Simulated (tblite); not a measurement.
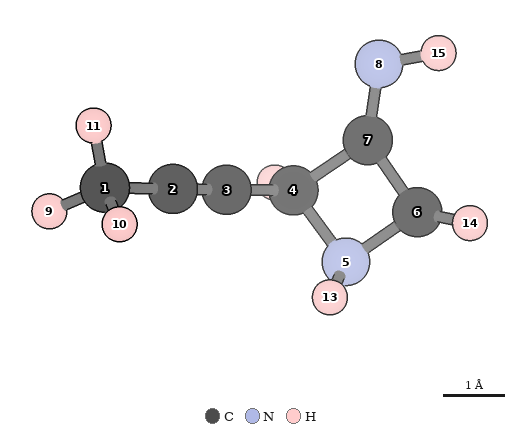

C$_{6}$H$_{7}$N$_{2}$ (multiplicity 2), before the relaxation. Style: ball-and-stick. Shown at a tilt.

The calculation used GFN2-xTB geometry optimisation, gas phase (tblite 0.8.0).

```xyz
15

C     3.1023    0.1766    0.6505
C     1.6520   -0.0908    0.6521
C     0.4844   -0.3172    0.6796
C    -0.9466   -0.5730    0.6883
N    -1.3501   -1.3775   -0.4794
C    -2.2423   -0.3328   -0.9897
C    -1.8321    0.5236    0.1002
N    -2.0742    1.7289    0.4568
H     3.6324   -0.5181    1.3084
H     3.4981    0.0739   -0.3538
H     3.2946    1.1957    0.9950
H    -1.3270   -0.9826    1.6463
H    -0.5980   -1.5829   -1.1295
H    -2.5643   -0.0820   -1.9801
H    -2.7336    2.1659   -0.2090
```

**Where does the relaxation end?**

The largest move after the best rigid fit is that of H13, 0.44 Å. By element the largest moves are H 0.44 Å, C 0.23 Å, N 0.09 Å. Among the contacts that change: N5–C6 1.466 → 1.376 Å, C6–C7 1.446 → 1.413 Å, C1–C2 1.475 → 1.445 Å, N8–H15 1.034 → 1.017 Å. Among the angles between lasting bonds that change: C6–N5–H13 111.9° → 126.6°, C4–N5–H13 114.5° → 124.8°, C7–C6–H14 130.1° → 138.2°. The energy falls by 0.493 eV in 61 geometry steps.

Step by step:

```csv
step,"E − E(0), eV"
0,0.0000
1,-0.0957
2,-0.1821
3,-0.2557
4,-0.2906
5,-0.3445
6,-0.3765
7,-0.4057
8,-0.4302
9,-0.4464
10,-0.4525
13,-0.4696
15,-0.4761
18,-0.4824
21,-0.4859
23,-0.4880
26,-0.4894
29,-0.4902
31,-0.4909
34,-0.4914
37,-0.4916
40,-0.4917
42,-0.4918
45,-0.4919
48,-0.4921
50,-0.4922
53,-0.4924
56,-0.4926
58,-0.4926
61,-0.4927
```

The structure at the end:

```xyz
15

C     3.0815    0.2100    0.6614
C     1.6634   -0.0665    0.6467
C     0.4844   -0.2885    0.6743
C    -0.9298   -0.5550    0.6253
N    -1.3722   -1.3285   -0.5549
C    -2.0448   -0.2438   -1.0683
C    -1.8035    0.5777    0.0558
N    -2.0745    1.7242    0.5450
H     3.5948   -0.4859    1.3245
H     3.4909    0.1110   -0.3436
H     3.2518    1.2267    1.0133
H    -1.2842   -0.9922    1.5626
H    -0.7940   -1.9773   -1.0694
H    -2.5932   -0.1972   -1.9896
H    -2.6749    2.2931   -0.0473
```

After the run, drawn alike:

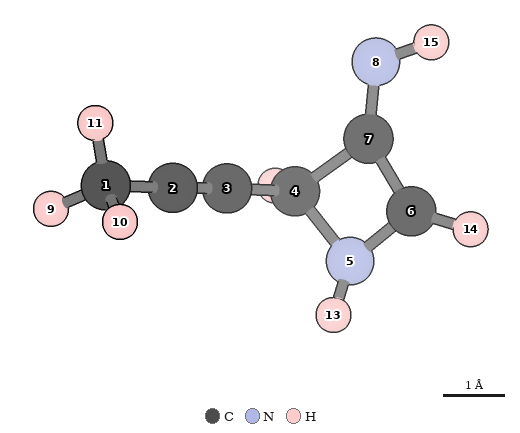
